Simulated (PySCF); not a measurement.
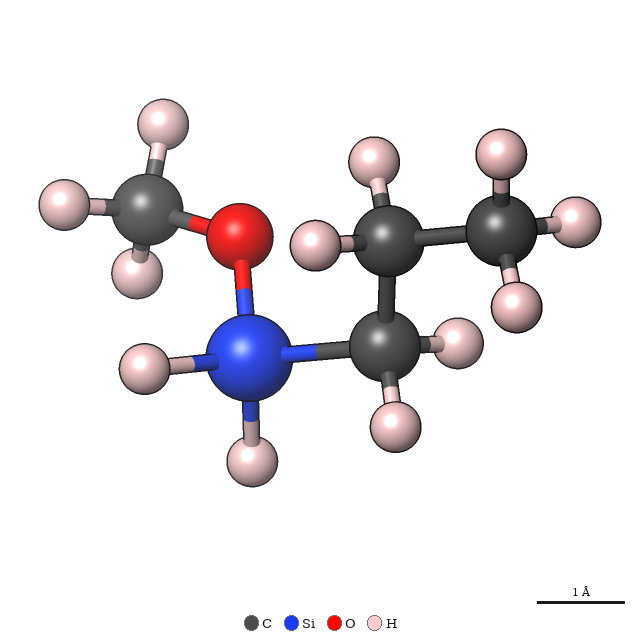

The picture shows a molecular structure as a ball-and-stick model. Every bond is drawn as one stick, whatever its order.

Description:

Formula C4H12OSi. Its SMILES string is `CCC[SiH2]OC`. It has no ring. Among its groups: Si–H bond, Si–O bond. The point group is C1. Coordination: 4 C tetrahedral; 1 Si tetrahedral; 1 O bent.

More results for the same structure follow; atom numbers are the same in all pictures, views and colours differ. The computed structure is the end point of a PBE0-D3(BJ)/def2-SVP optimisation. No frequency run is at hand to confirm it as a minimum.

### Geometry

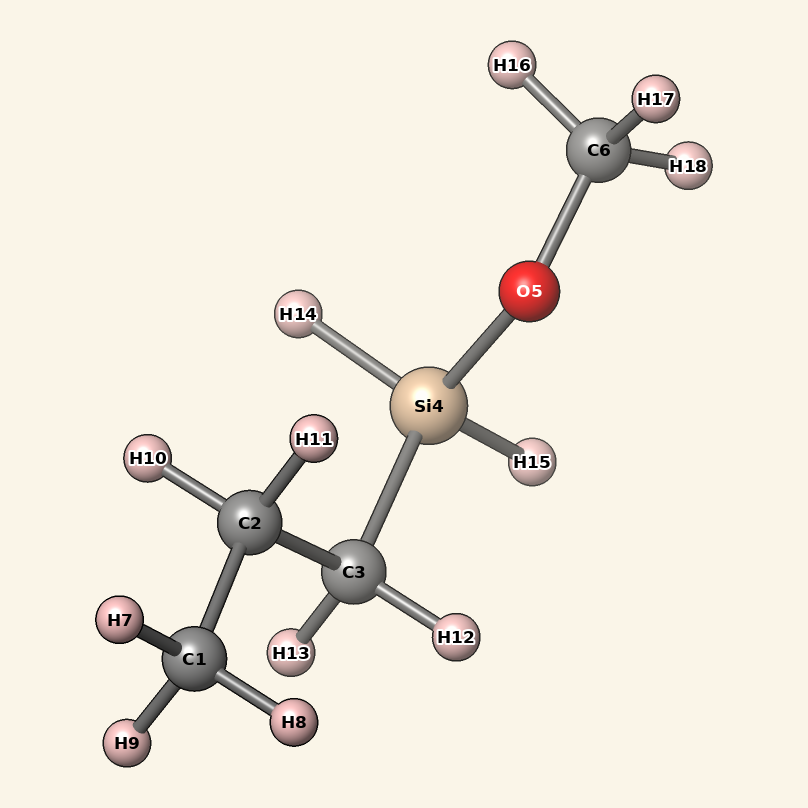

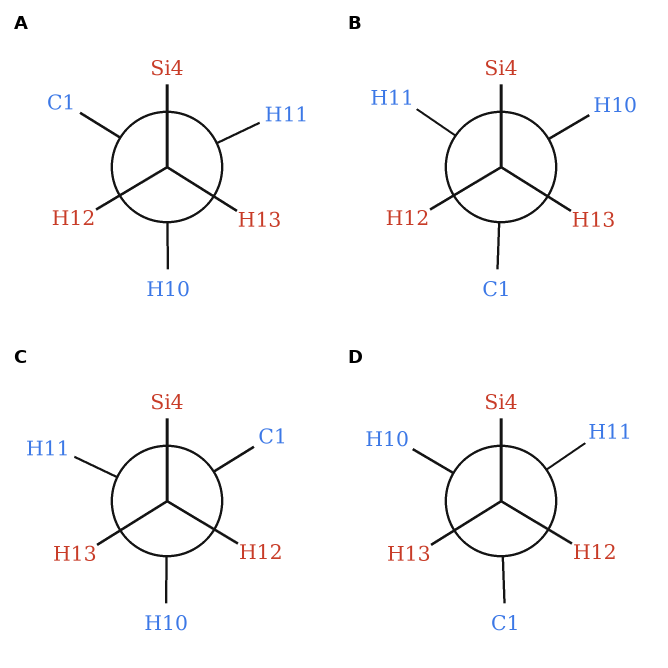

Distant atoms are faded towards the background colour. Bonds that would overlap in a projection are set slightly apart. No frequency run is at hand to confirm it as a minimum.

Which Newman projection shows the view along C3–C2, with C3 in front?

B. The torsion angle Si4–C3–C2–C1 is −178°, antiperiplanar (anti).

### Electronic properties

No frequency run is at hand to confirm it as a minimum. Method: PBE0/cc-pVDZ, gas phase (PySCF 2.14.0).

Predict the main results.

- dipole moment: 0.22 D
- HOMO energy (Kohn–Sham orbital): −7.70 eV
- LUMO energy (Kohn–Sham orbital): 1.23 eV
- HOMO–LUMO gap: 8.93 eV

### Bond orders

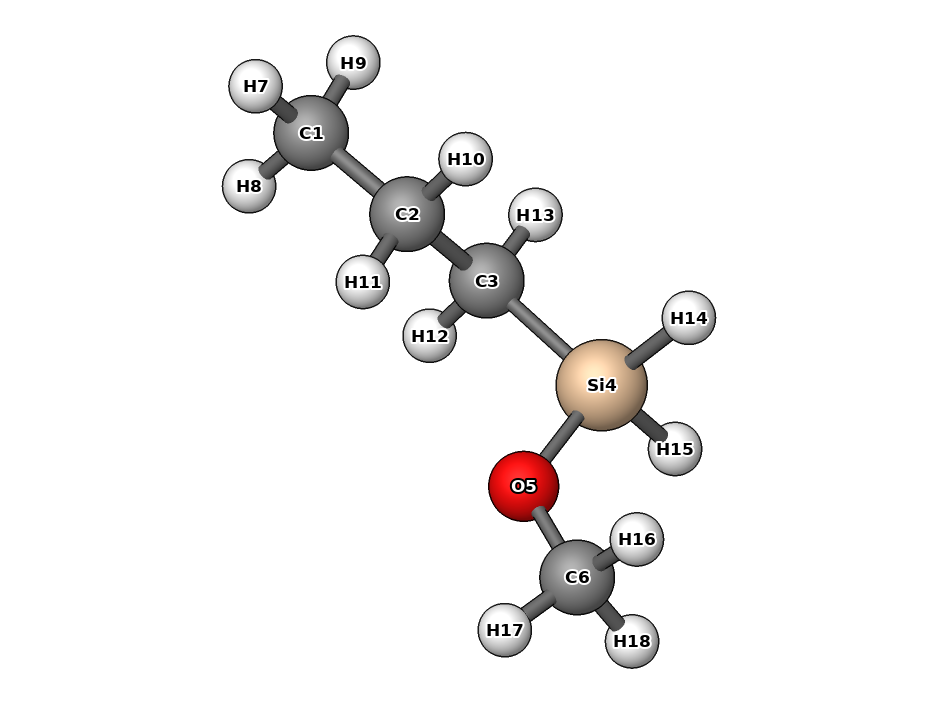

The thickness of each stick grows with its Mayer bond order. No frequency run is at hand to confirm it as a minimum. Level of theory: PBE0/pcSseg-0 (PySCF 2.14.0).

List the Mayer bond orders of C1–C2, C2–C3, C3–Si4, Si4–O5, O5–C6 (bonds between heavy atoms, one of each equivalent set).

```
  bond  Mayer order  length (Å)
 C1–C2         1.00       1.521
 C2–C3         0.95       1.528
C3–Si4         0.77       1.868
Si4–O5         0.71       1.670
 O5–C6         0.80       1.398
```

### NMR shielding

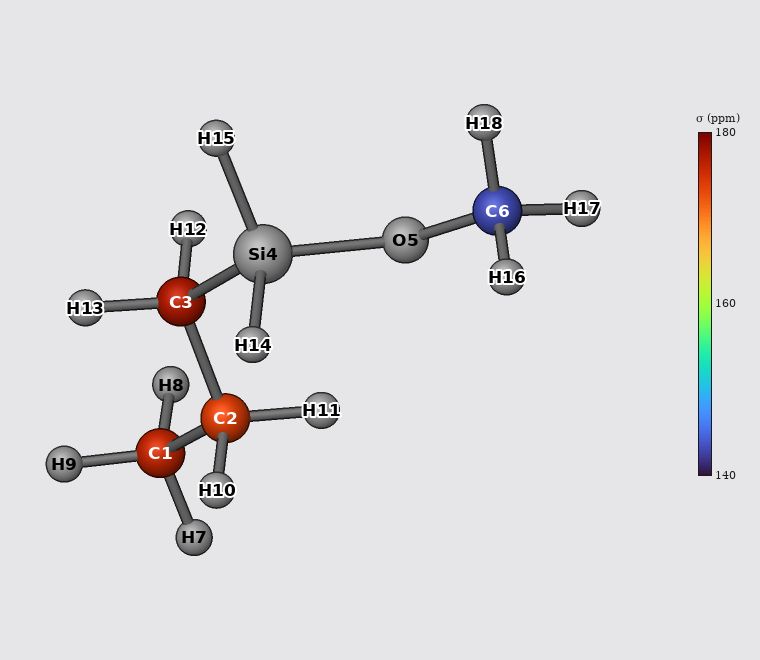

Atoms are coloured by their isotropic NMR shieldings (C only, the others grey). No frequency run is at hand to confirm it as a minimum. Properties computed with GIAO PBE0/aug-cc-pVDZ NMR shielding, non-relativistic, gas phase (PySCF 2.14.0).

Give the isotropic NMR shieldings of the C atoms atom by atom.

```
atom  σ (ppm)
  C1    175.9
  C2    173.8
  C3    177.1
  C6    143.4
```

### Charges

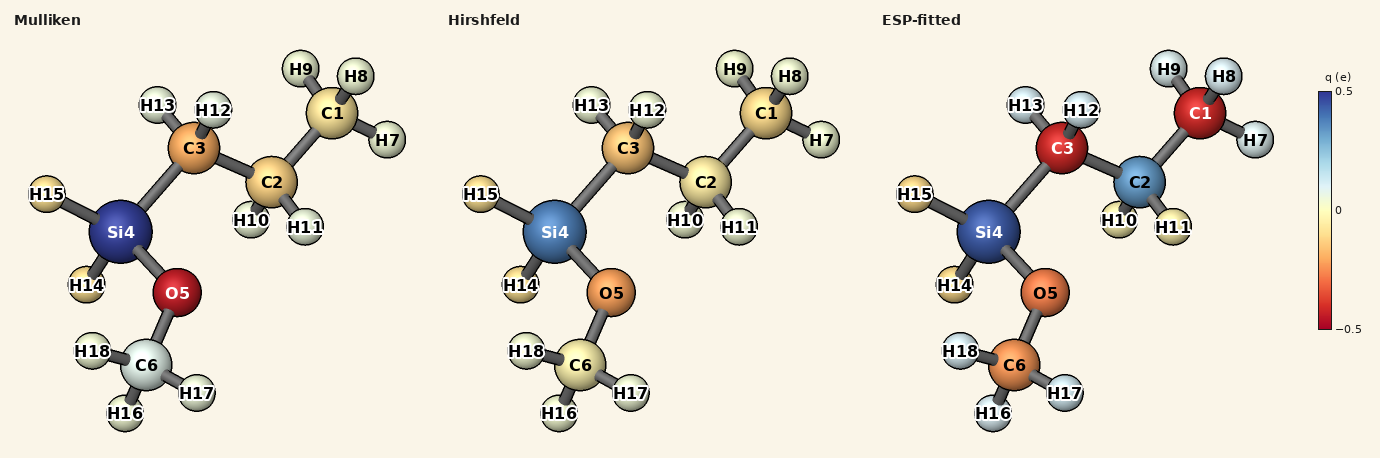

Atomic charges of one calculation by 3 schemes, on one colour scale. No frequency run is at hand to confirm it as a minimum. Computed with PBE0/cc-pVDZ (PySCF 2.14.0).

Which scheme gives the most polar picture (largest mean size of the charges)?

The ESP-fitted charges are the largest in size here, and the Hirshfeld charges the smallest.

On which atom do the schemes disagree most?

On C2 (from −0.12 to 0.33 e).

List the charges (e), one line for each set of equivalent atoms.

| atom | Mulliken | Hirshfeld | ESP-fitted |
| --- | --- | --- | --- |
| C1 | −0.07 | −0.11 | −0.41 |
| C2 | −0.12 | −0.06 | 0.33 |
| C3 | −0.20 | −0.15 | −0.41 |
| Si4 | 0.48 | 0.38 | 0.44 |
| O5 | −0.44 | −0.22 | −0.27 |
| C6 | 0.08 | −0.03 | −0.23 |
| H7 | 0.04 | 0.04 | 0.09 |
| H8 | 0.04 | 0.04 | 0.10 |
| H9 | 0.04 | 0.03 | 0.09 |
| H10 | 0.04 | 0.03 | −0.03 |
| H11 | 0.05 | 0.04 | −0.04 |
| H12 | 0.06 | 0.04 | 0.11 |
| H13 | 0.05 | 0.04 | 0.11 |
| H14 | −0.09 | −0.09 | −0.11 |
| H15 | −0.09 | −0.09 | −0.11 |
| H16 | 0.04 | 0.03 | 0.10 |
| H17 | 0.05 | 0.04 | 0.12 |
| H18 | 0.04 | 0.03 | 0.11 |

Mulliken values depend strongly on the basis set and can even reverse the polarity of a bond.
